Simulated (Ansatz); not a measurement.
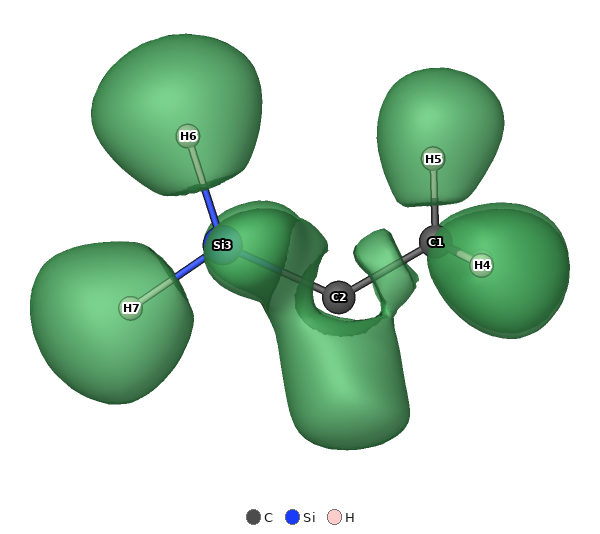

C₂H₅Si (charge −1). Isosurface of the electron localisation function at 0.75 (green), seen across its widest extent. Core shells and regions of very low density are left out.

Geometry: PBE0-D4/def2-TZVPD; the highest occupied orbital lies above zero, a sign that basis and functional describe the outermost electron poorly.

All numbers below come from RKS PBE0-D4/def2-TZVPPD (Ansatz).

The calculation's input:

```
crystal:
  periodic: [false, false, false]
  atoms:
    - {symbol: C, position_ang: [-1.023789, 0.888581, -0.924527]}
    - {symbol: C, position_ang: [-0.076081, -0.244085, -0.682079]}
    - {symbol: Si, position_ang: [0.950145, -0.412178, 0.667194]}
    - {symbol: H, position_ang: [-0.801762, 1.377793, -1.886829]}
    - {symbol: H, position_ang: [-1.075551, 1.701027, -0.168272]}
    - {symbol: H, position_ang: [1.175461, 0.467929, 1.900609]}
    - {symbol: H, position_ang: [1.860071, -1.591135, 0.808175]}
    - {symbol: H, position_ang: [-2.052828, 0.511930, -1.042454]}
basis:
  gaussian: {orbitals: "def2-TZVPPD.json"}
total_charge: -1
hamiltonian: {xc: pbe0, dispersion: d4}
output: {orbitals: {seedname: orbitals}}
```

Run with:

```sh
ansatz run in.yaml --threads 2 --pin off --events-out ev --progress --plain --max-ram 4352MiB
```

> Where are the electrons localised?

The ELF exceeds this value in five regions around hydrogen nuclei and one joined region spread over several atoms (C, Si), in which their bonds and any lone pairs are merged. Along the contacts the grid gives the following. C–C (1.50 Å): the ELF peaks at about 0.95 between the atoms: a shared electron pair. C–Si (1.70 Å): the ELF peaks at about 0.90 between the atoms: a covalent bond.
